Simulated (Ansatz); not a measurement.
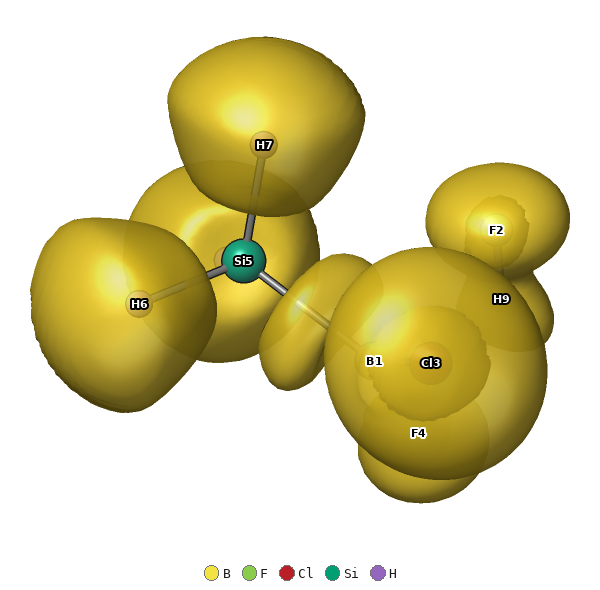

The picture shows: BClFH3Si···HF. Isosurface of the ELF at 0.75 (yellow), seen at an oblique angle. Core shells and regions of very low density are left out.

The calculation used RKS B3LYP-D4/6-31G* in Ansatz 0.2.0.

```xyz
9

B     0.0852   -0.5567   -0.2099
F     0.7979    0.2113    2.1453
Cl    1.1298    0.2470   -1.3892
F    -0.9940    0.1265    0.1839
Si    0.4335   -2.4435    0.4415
H     0.1400   -3.4093   -0.6547
H     1.8570   -2.5945    0.8341
H    -0.4401   -2.7688    1.6008
H    -0.1046    0.4663    2.1057
```

What do the ELF domains correspond to?

The ELF exceeds this value in one region between bonded B–Si atoms (shared pairs), three regions around hydrogen nuclei, one region on Cl in which the atom's valence shell and bonds are merged, one region on F in which the atom's valence shell and bonds are merged and one joined region spread over several atoms (F, H), in which their bonds and any lone pairs are merged. Profiles from the grid: B1···F2 (2.58 Å): the ELF dips to about 0.05 between them. B–F (1.34 Å): the ELF peaks at about 0.85 between the atoms: a shared but strongly polarised pair.
